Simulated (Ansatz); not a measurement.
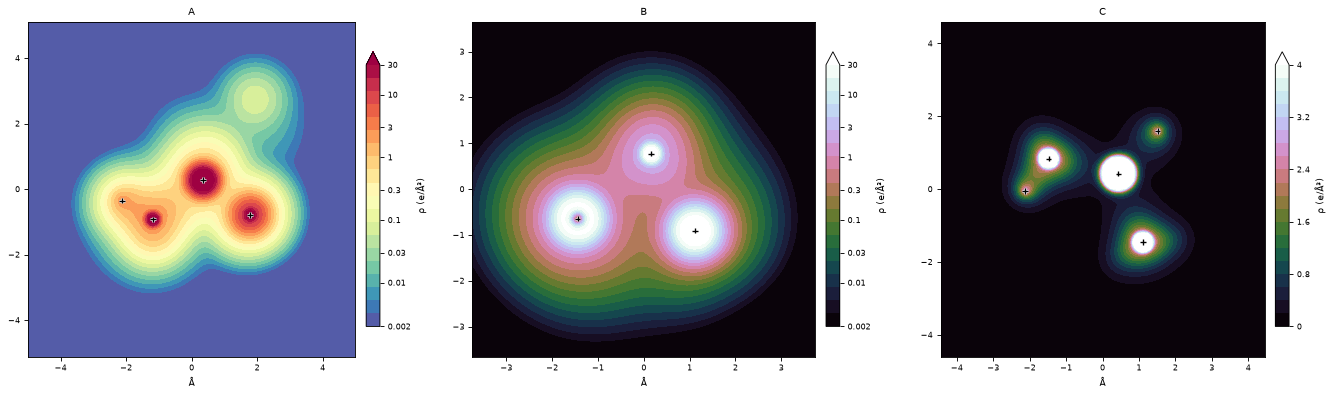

The electron density of 3 systems, each on a plane through atoms (crosses mark nuclei in the plane).

These are results of isolated molecule in a Gaussian basis; Kohn-Sham density functional theory, functional PBE0 in Ansatz 0.2.0, not measurements.

System 1: C2H8AlB (SMILES B[CH2][AlH][CH3]), the plane of atoms C1, Al3 and H9. Geometry: B3LYP/6-31G*.

```json
{"atom": "C", "x (Å)": "-0.0309", "y (Å)": "3.1264", "z (Å)": "-0.1224"}
{"atom": "C", "x (Å)": "-0.5754", "y (Å)": "-0.1020", "z (Å)": "1.0121"}
{"atom": "Al", "x (Å)": "-1.1902", "y (Å)": "1.7441", "z (Å)": "0.7499"}
{"atom": "B", "x (Å)": "-0.3854", "y (Å)": "3.0562", "z (Å)": "-1.5994"}
{"atom": "H", "x (Å)": "0.1869", "y (Å)": "2.2987", "z (Å)": "-2.3352"}
{"atom": "H", "x (Å)": "-1.3041", "y (Å)": "3.6880", "z (Å)": "-2.0450"}
{"atom": "H", "x (Å)": "-0.3278", "y (Å)": "4.0458", "z (Å)": "0.3981"}
{"atom": "H", "x (Å)": "0.9854", "y (Å)": "2.8083", "z (Å)": "0.1423"}
{"atom": "H", "x (Å)": "-2.6036", "y (Å)": "2.2159", "z (Å)": "1.3130"}
{"atom": "H", "x (Å)": "-1.3061", "y (Å)": "-0.8162", "z (Å)": "0.6077"}
{"atom": "H", "x (Å)": "-0.4821", "y (Å)": "-0.3358", "z (Å)": "2.0820"}
{"atom": "H", "x (Å)": "0.3914", "y (Å)": "-0.3122", "z (Å)": "0.5412"}
```

System 2: CH2CuTe (doublet), the plane of atoms C1, Cu2 and Te3. Geometry: PBE0-D3(BJ)/def2-SVP; core potentials replace the inner electrons of Te.

```xyz
5

C    -0.1831   -0.7086    1.7503
Cu   -0.7977   -1.8950    0.3505
Te    0.5281   -2.6082    2.4401
H     0.5867    0.0020    1.4237
H    -0.9932   -0.2577    2.3374
```

System 3: C3H9FGe, the plane of atoms C3, Ge5 and F4. Geometry: PBE0-D3(BJ)/pcseg-1.

```xyz
14

C    -0.6289    0.8576    3.5059
C    -0.0437    0.1135    2.3140
C    -0.6503   -0.9792   -0.7254
F    -2.0702    1.3182    0.5227
Ge   -1.3706   -0.2743    0.9358
H    -1.0945    1.7994    3.1926
H     0.1441    1.0959    4.2474
H    -1.3993    0.2640    4.0142
H     0.7542    0.6999    1.8381
H     0.4123   -0.8384    2.6223
H    -2.5628   -1.0909    1.4706
H     0.1490   -0.3282   -1.0954
H    -1.4380   -1.0334   -1.4842
H    -0.2430   -1.9852   -0.5708
```

**Match each panel to its system.**

Panel A is system 3, C3H9FGe: the plane holds C, F, Ge and H. Ge–F (1.79 Å): ρ is about 0.8 e/Å³ halfway. Panel B is system 2, CH2CuTe: the plane holds C, Cu and Te. C–Cu (1.94 Å): ρ is about 0.75 e/Å³ halfway. Panel C is system 1, C2H8AlB: the plane holds C, Al and H. C–Al (1.96 Å): ρ at the midpoint is about 0.71 e/Å³.
